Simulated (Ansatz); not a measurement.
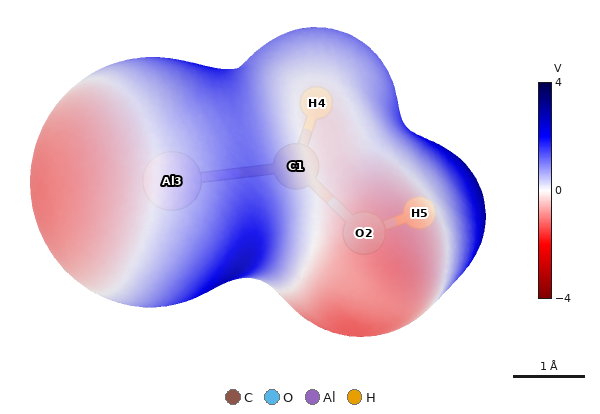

CH$_{2}$AlO (doublet). The molecular electrostatic potential painted on the density surface at 0.004 e/bohr³, seen at a tilt; red is negative and blue positive.

Computed with UKS r2SCAN-D4/def2-SVP (Ansatz 0.2.0).

Input

```
crystal:
  periodic: [false, false, false]
  atoms:
    - { symbol: C, position_ang: [-0.064, -1.01083, -0.01797] }
    - { symbol: O, position_ang: [-0.90096, -0.02162, 0.17971] }
    - { symbol: Al, position_ang: [0.50061, 0.70807, -0.72674] }
    - { symbol: H, position_ang: [-0.17447, -1.8204, 0.71674] }
    - { symbol: H, position_ang: [-1.5355, 0.64377, 0.54675] }
magnetization:
  spin_polarized: true
  initial_magnetization: 1
basis:
  gaussian: { orbitals: def2-SVP }
hamiltonian:
  xc: r2scan
  dispersion: d4
relax:
  f_tol: 0.02
  max_steps: 50
output:
  orbitals: {}
```

Launched as:

```sh
ansatz run input.yaml --threads 2 --pin off --max-ram 3072MiB --backend cpu --events-out ev --progress --plain --runs-dir out
```

The fields are those of the run's last geometry, not of the input's.

Question: Describe the electrostatic potential map.

Answer: The most negative region (about −1.2 V, or −28 kcal/mol for a unit charge) lies over O2, the most positive (about +3.7 V, or +85 kcal/mol for a unit charge) over H5. O2 is the likeliest acceptor of a hydrogen bond.
